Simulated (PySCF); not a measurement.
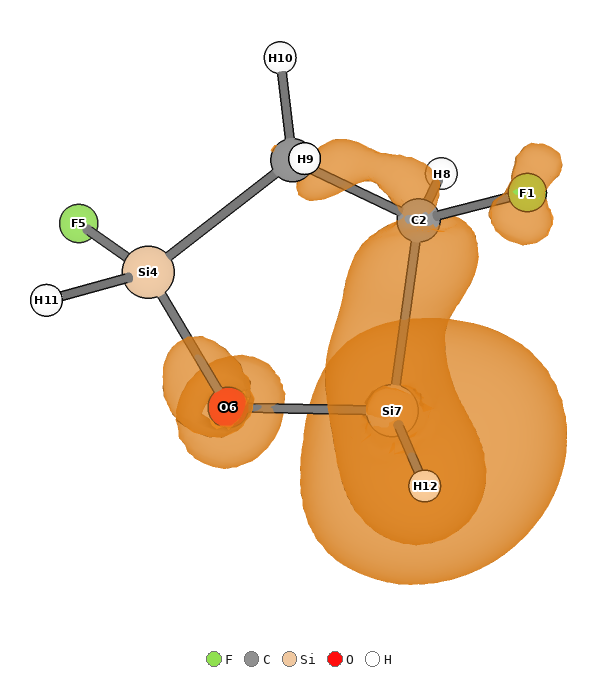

Figure. C$_{2}$H$_{5}$F$_{2}$OSi$_{2}$ (doublet). Isosurface of the spin density (α minus β) at +0.015 e/Å³ (orange), seen across its widest extent.

Geometry: GFN2-xTB.

Method: UKS B3LYP, pcH-1 on C F H O Si, non-relativistic, mean-field spin-orbit, GIAO in PySCF 2.14.0, density-fitted response routines.

```yaml
atoms:
  - { symbol: F, position_ang: [2.0316, 1.3299, 0.3668] }
  - { symbol: C, position_ang: [0.9340, 0.8271, -0.3249] }
  - { symbol: C, position_ang: [-0.2967, 0.7752, 0.5897] }
  - { symbol: Si, position_ang: [-1.3618, -0.7009, 0.0462] }
  - { symbol: F, position_ang: [-2.4767, -0.2432, -1.0146] }
  - { symbol: O, position_ang: [-0.2495, -1.5609, -0.7628] }
  - { symbol: Si, position_ang: [1.2895, -0.9790, -0.9540] }
  - { symbol: H, position_ang: [0.7684, 1.5365, -1.1444] }
  - { symbol: H, position_ang: [0.0590, 0.6150, 1.6091] }
  - { symbol: H, position_ang: [-0.8231, 1.7290, 0.5881] }
  - { symbol: H, position_ang: [-1.9886, -1.5411, 1.0351] }
  - { symbol: H, position_ang: [2.1153, -1.7884, -0.0603] }
```

Question: Where is the unpaired spin?

Answer: The unpaired spin (1 electron) lies mostly on Si7 (about 0.7) and H12 (about 0.1), in electrons by Hirshfeld's partition.
